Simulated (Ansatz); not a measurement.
# GeH5N···H2: what the fields show

The calculation's input:

```
crystal:
  periodic: [false, false, false]
  atoms:
    - { symbol: Ge, position_ang: [-0.523468, 0.06262, -0.444224] }
    - { symbol: H, position_ang: [-0.003229, -0.144802, 2.26083] }
    - { symbol: H, position_ang: [0.783645, -0.069596, 0.379315] }
    - { symbol: H, position_ang: [-0.521104, 1.409068, -1.189942] }
    - { symbol: H, position_ang: [-0.622235, -1.11788, -1.427252] }
    - { symbol: "N", position_ang: [-2.128484, 0.028716, 0.531477] }
    - { symbol: H, position_ang: [-2.316461, -0.849417, 1.02028] }
    - { symbol: H, position_ang: [-2.266485, 0.814216, 1.171237] }
    - { symbol: H, position_ang: [-0.722779, -0.132925, 2.305579] }
basis:
  gaussian: { orbitals: def2-mTZVP }
hamiltonian:
  xc: lda
relax:
  f_tol: 0.03
  max_steps: 50
output:
  orbitals: {}
```

Launched as:

```sh
ansatz run input.yaml --threads 1 --pin off --max-ram 2048MiB --backend cpu --events-out ev --progress --plain --runs-dir out
```

The fields are those of the run's last geometry, not of the input's.

The calculation used Ansatz, RKS LDA/def2-mTZVP.

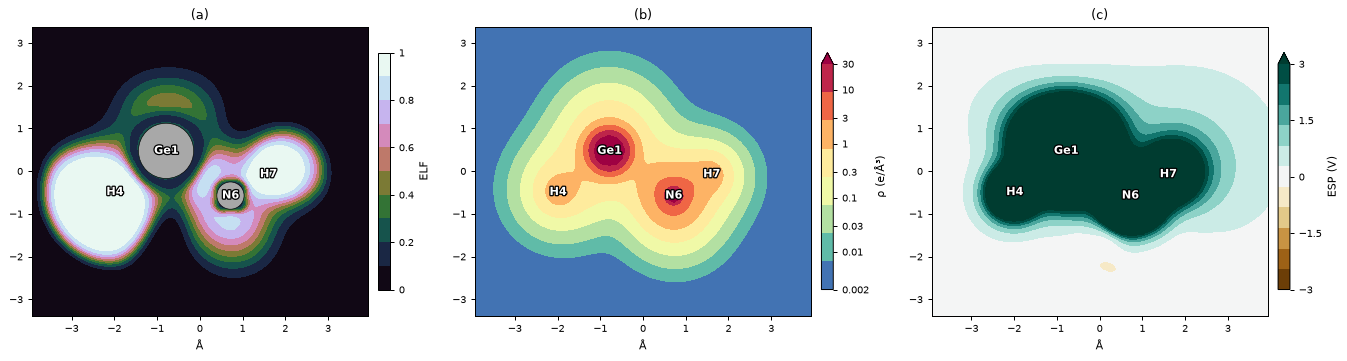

Figure 1. (a) electron localisation function; (b) total electron density; (c) electrostatic potential on the plane of atoms H4, Ge1 and N6. Grey discs cover the atomic cores in the ELF map.

Question: Describe what can be read from this map.

Answer: Atoms in the plane: Ge, H and N. Ge–N (1.83 Å): ρ at the midpoint is about 0.95 e/Å³; the ELF peaks at about 0.85 in the valence shell of N, 0.6 Å from its nucleus, and is about 0.45 at the midpoint. N–H (1.02 Å): ρ is about 2.7 e/Å³ halfway; the ELF climbs to about 1 towards the hydrogen, as it does in any bond to H (an ordinary covalent bond to hydrogen). Ge–H (1.54 Å): ρ at the midpoint is about 1.1 e/Å³; the ELF climbs to about 1 towards the hydrogen. The potential has no marked negative region in this plane.

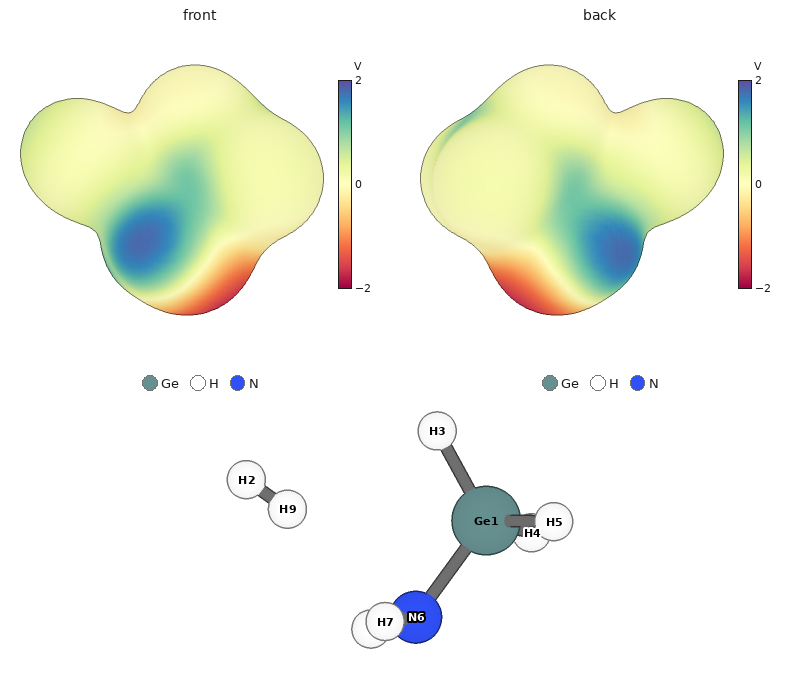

Figure 2. The molecular electrostatic potential painted on the density surface at 0.002 e/bohr³, seen from the front and from behind; red is negative and blue positive. The bare structure is drawn below in the same view.

Question: Describe the electrostatic potential map.

Answer: The most negative region (about −1.6 V) lies over N6, the most positive (about +1.8 V) over H7 and H8. N6 is the likeliest acceptor of a hydrogen bond.

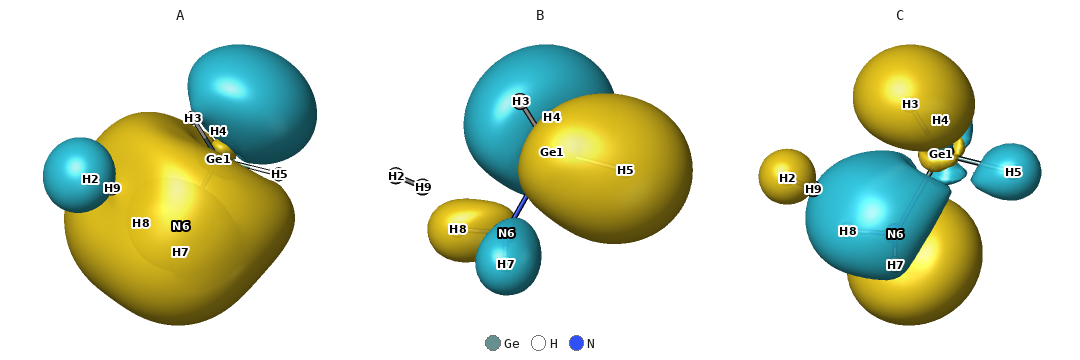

Figure 3. Three frontier orbitals at ±0.06 Å⁻³ᐟ² (yellow and cyan are the two phases), in no order.

Question: Order the three orbitals by energy and name them.

Answer: B is the HOMO−1 (−8.24 eV). Its weight (Hirshfeld) is mainly on Ge1 (about 40 %), H4 (about 25 %) and H5 (about 25 %). C is the HOMO (−5.93 eV). Its weight (Hirshfeld) is mainly on N6 (about 65 %), Ge1 (about 10 %) and H3 (about 10 %); largely a lone pair of N6. A is the LUMO (−0.62 eV). By Hirshfeld shares it lies mainly on Ge1 (about 40 %), N6 (about 15 %), H7 (about 10 %) and H8 (about 10 %).

Question: What is the HOMO–LUMO gap?

Answer: 5.31 eV between the orbital energies.

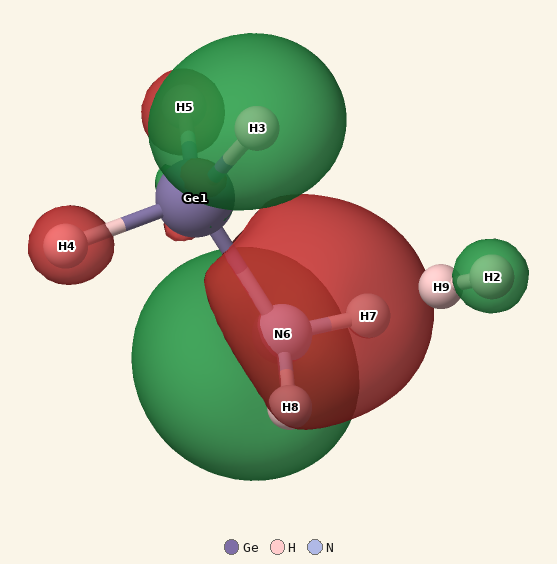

Figure 4. One frontier orbital at ±0.08 Å⁻³ᐟ² (green and red are the two phases), seen at an oblique angle.

Question: Which orbital is it: HOMO or LUMO?

Answer: The HOMO, at −5.93 eV. Its weight (Hirshfeld) is mainly on N6 (about 65 %), Ge1 (about 10 %) and H3 (about 10 %); largely a lone pair of N6.
